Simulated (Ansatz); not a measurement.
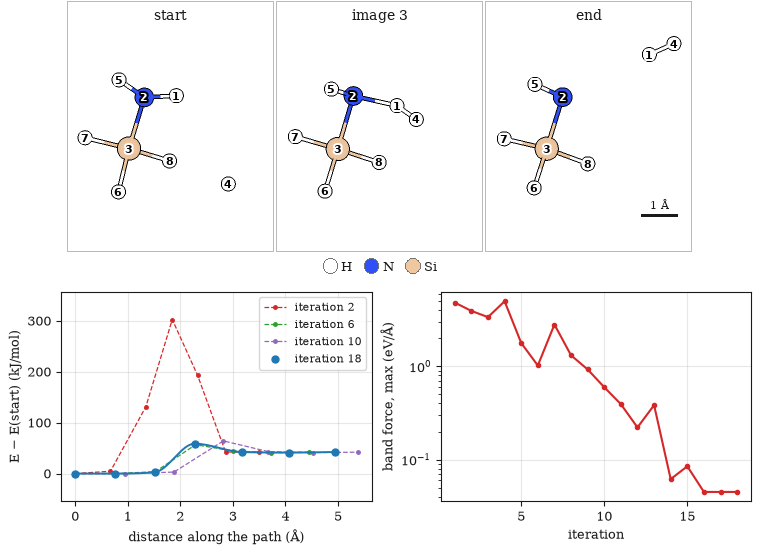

A nudged-elastic-band calculation for SiNH₆ (multiplicity 2), made up of SiNH$_{5}$ and H. Images are numbered from 0 (start) to 6 (end). The plot follows the band through its iterations. A ball-and-stick model, seen at a tilt.

Computed with UKS PBE0-D4/def2-SVP (Ansatz). Settings: 5 movable images; climbing image.

Did the band converge, and can the barrier be trusted?

The run is converged, with reservations. The band converged in 18 iterations. The largest component of the band force went from 4.8 to 0.045 eV/Å. The climbing image converged on the top of the path. Its curvatures weren't checked. The largest force component is 0.25 eV/Å at the start and 0.54 eV/Å at the end; an end with forces this large is no minimum, and the barrier measured from it can be far off. The first iteration put the highest image at 379.3 kJ/mol. The energy climbs by 58.7 kJ/mol to image 3 and then falls by 16.6 kJ/mol, so the end point sits at +42.0 kJ/mol.

Limits of the set-up: the start holds two separate molecules, 2.9 Å apart at their closest, whose relative position is a soft coordinate.

The run took 2.8 min on 2 threads of Arm Neoverse V1 (shared host).
